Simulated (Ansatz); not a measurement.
The reference is InP in the zinc blende structure (space group F-43m, No. 216; a = 5.907 Å).

Structures relaxed with plane-wave PAW DFT at the r2SCAN level (Ansatz, a program for electronic structure, 500 eV), without spin-orbit coupling.

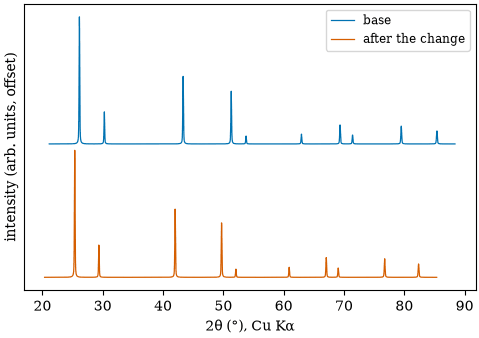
Fig. 1. Simulated powder patterns before (top) and after one change

### Question
What was done to the base?
A) isotropic strain +2.00 %
B) isotropic strain +2.50 %
C) isotropic strain +3.00 %
D) isotropic strain +0.50 %

### Answer
C, isotropic strain +3.00 %. Its volume per atom is 28.15 Å³ against 25.76 Å³, and its space group is F-43m (No. 216).

Whether these cells are dynamically stable was not tested.
